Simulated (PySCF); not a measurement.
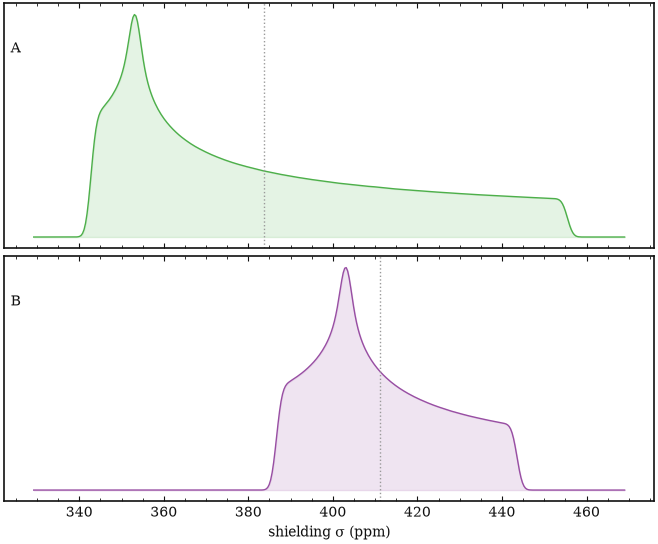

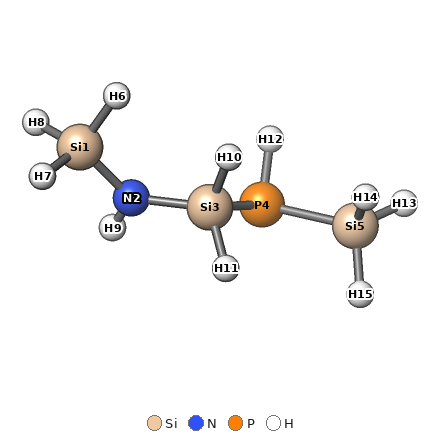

Static powder patterns (²⁹Si) from GIAO shielding tensors of Si₃PNH₁₀, SMILES [SiH3]N[SiH2]P[SiH3], CAM-B3LYP/pcSseg-2, PySCF, at a PBE0-D3(BJ)/def2-SVP geometry (no frequency check); absolute shielding, one fixed geometry of the isolated molecule without any motion, no dipolar terms. The dotted line is the isotropic value; skew is 3(σiso − σ22)/span.

### The panels belong to Si1 and Si5. Which is which?

panel A: Si1, σ11, σ22, σ33 = 343, 353, 455 ppm, isotropic 384, span 113 ppm, skew 0.81; panel B: Si5, σ11, σ22, σ33 = 387, 403, 444 ppm, isotropic 411, span 57 ppm, skew 0.42.

Known limits of this run: one conformer of a flexible molecule.
